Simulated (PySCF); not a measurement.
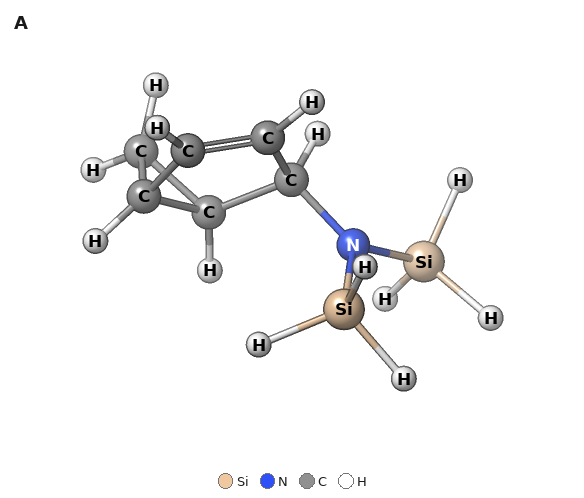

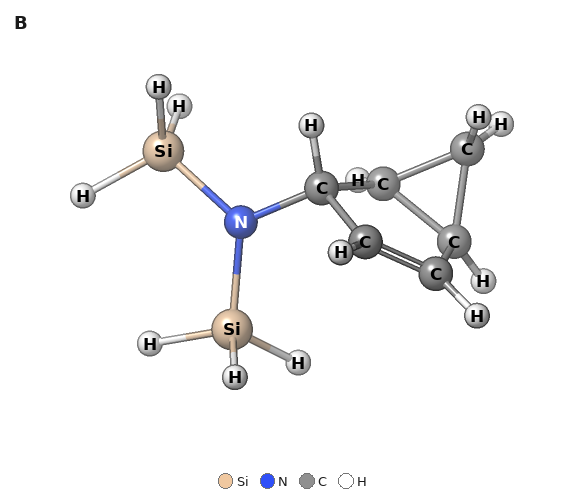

Distant atoms are faded towards the background colour. The geometry was computed by an optimisation with PBE0-D3(BJ)/def2-SVP. No frequency run is at hand to confirm it as a minimum.

> How are A and B related: the same structure turned, mirror images, conformers, diastereomers or constitutional isomers?

They are enantiomers, mirror images that no rotation superimposes: A is [SiH3]N([SiH3])[C@@H]1C=C[C@H]2C[C@@H]12 (R, R, R), B is [SiH3]N([SiH3])[C@H]1C=C[C@@H]2C[C@@H]21 (S, S, S). Their energies are equal.
